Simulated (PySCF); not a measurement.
**FGeH3, SMILES `F[GeH3]`: what the electrons do**

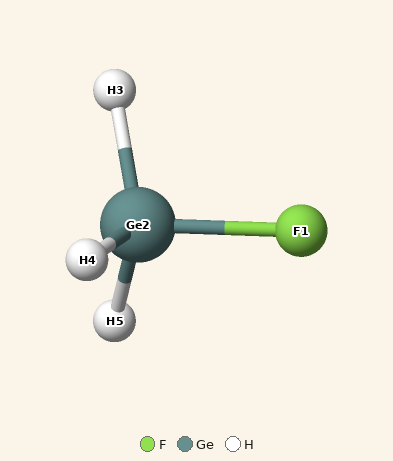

The molecule, with its atoms numbered as below. No frequency check shows the geometry to be a minimum.

Cartesian coordinates (Å):

```
F1      -1.4034    0.0000   -0.0004
Ge2      0.3312   -0.0000    0.0000
H3       0.6761    1.2358    0.7645
H4       0.6813    0.0442   -1.4502
H5       0.6760   -1.2800    0.6881
```

### 1. Bonding charge

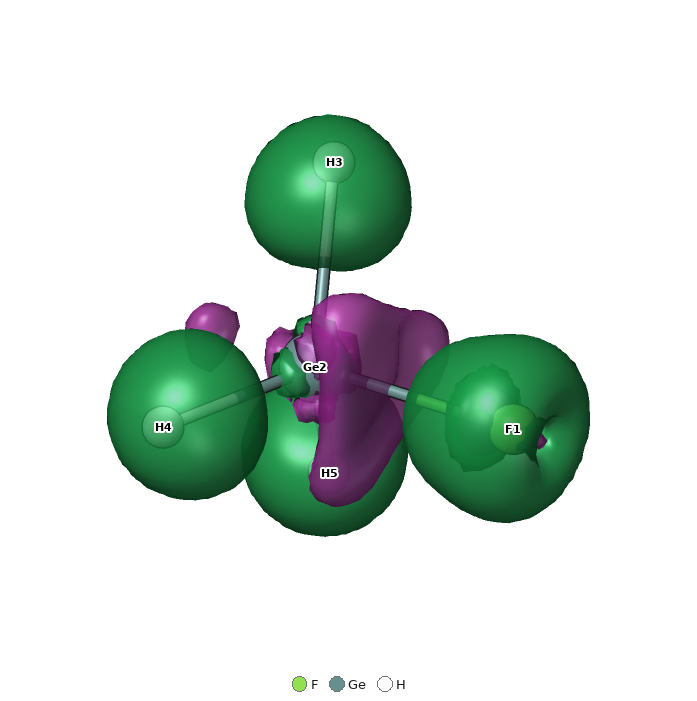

Deformation density (molecule less spherical, spin-averaged free atoms at the same positions), surfaces at ±0.1 e/Å³; green: gain, purple: loss.

PySCF calculation, PBE0/def2-TZVP, gas phase; geometry: GFN2-xTB.

Describe the bonding that the map shows.

Answer. Ge2–H4, Ge2–H3 and Ge2–H5: +0.30 e/Å³ at the bond critical point (bond length 1.49 Å, Mayer order 0.9). F1–Ge2: +0.02 e/Å³ at the bond critical point (bond length 1.74 Å, Mayer order 0.9); up to 0.6 Å beside the axis the gain reaches +0.21 e/Å³. In all, 1.2 electrons gather in the regions of gain relative to the promolecule. A small or negative value marks a very polar bond, one between electron-rich atoms, whose free-atom densities already overlap strongly, a long bond to a heavier atom, or a closed-shell contact such as a hydrogen bond.

### 2. Local ionisation energy

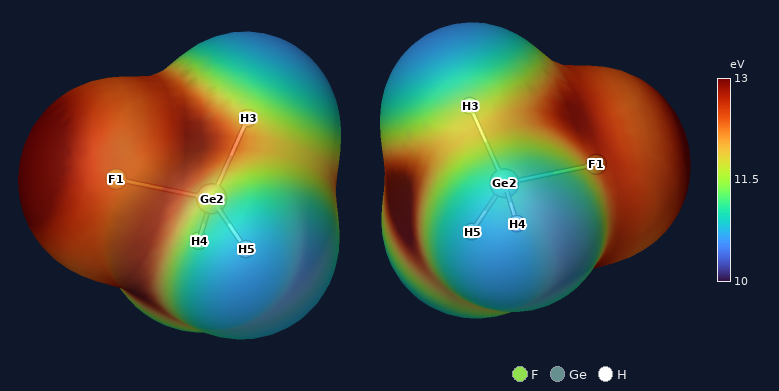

Average local ionisation energy on the surface of electron density 0.001 a.u. (back view left, front view right).

Locate the minima of the map.

Answer. The lowest value is 10.6 eV, 1.5 Å from H5, and at like points elsewhere. Further minima include 12.3 eV, 1.7 Å from F1, and at like points elsewhere. For comparison, the highest occupied orbital lies at −9.7 eV.

### 3. In an electric field

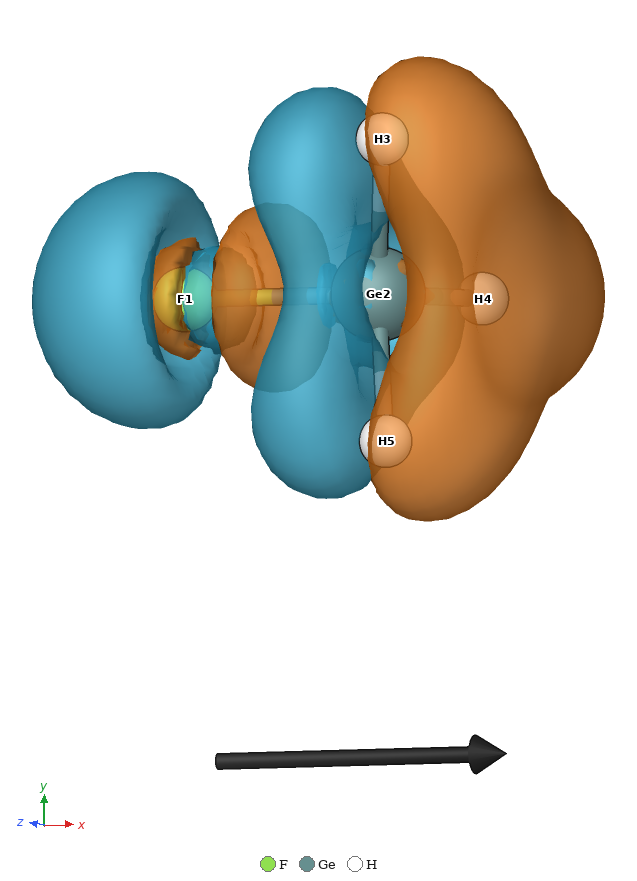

Change of the electron density in a uniform field of 0.21 V/Å along +x (arrow), surfaces at ±0.001 e/Å³ (light blue: gain, orange: loss).

Level of theory: PBE0/def2-TZVP (PySCF), at a geometry from GFN2-xTB. A basis without diffuse functions makes polarisabilities too small.

What dipole is induced, and what polarisability does it imply?

Answer. The induced dipole is 0.27 D (along the field); α along this axis, from the fields in both directions, is 27 bohr³ (4.0 Å³).

Which atoms gain and lose the most charge?

Answer. Electrons gather most on F1 (Hirshfeld charge changes by −0.011 e) and leave Ge2 most (+0.003 e); 0.029 electrons are displaced in all.

The PySCF runs shown took 8.7 s and 14 s on 1 thread of Arm Neoverse V2, on a shared host.
